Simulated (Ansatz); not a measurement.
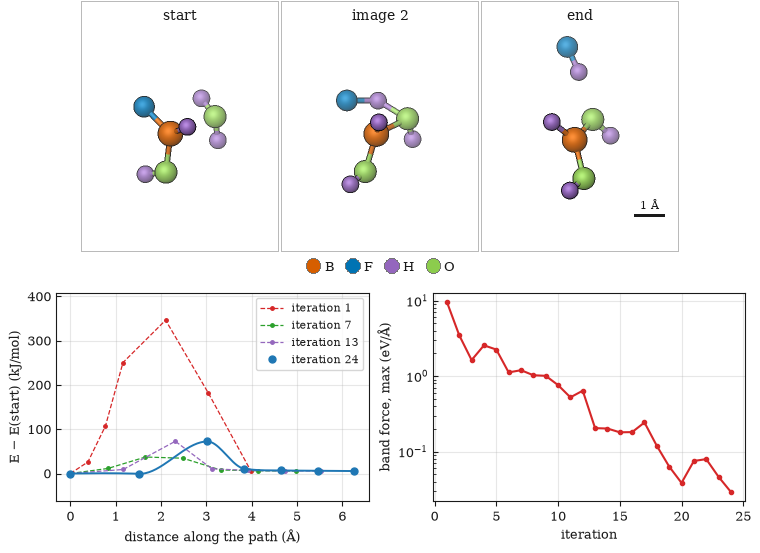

A search for the minimum-energy path of BH4O2F by the nudged elastic band. Images are numbered from 0 (start) to 6 (end). The plot follows the band through its iterations. A ball-and-stick model, seen from a free direction.

Method: RKS PBE0-D4/cc-pVDZ (Ansatz). Run with 5 movable images; climbing image; force threshold 0.03 eV/Å; iteration limit 60; starting path through a guess of the saddle point.

> How did the profile develop, and is the result final?

The result is final at these settings. The band converged in 24 iterations. The largest component of the band force went from 9.6 to 0.029 eV/Å. The climbing image converged on the top of the path. Its vibrational analysis gives one imaginary mode (911i cm⁻¹), as a transition state must have. The first iteration put the highest image at 346.4 kJ/mol. Forward barrier 72.4 kJ/mol, backward barrier 66.7 kJ/mol, with image 2 at the top; the reaction energy is +5.7 kJ/mol. Image 1 lies below both ends, at −0.6 kJ/mol, which points to an intermediate minimum that so few images don't resolve.
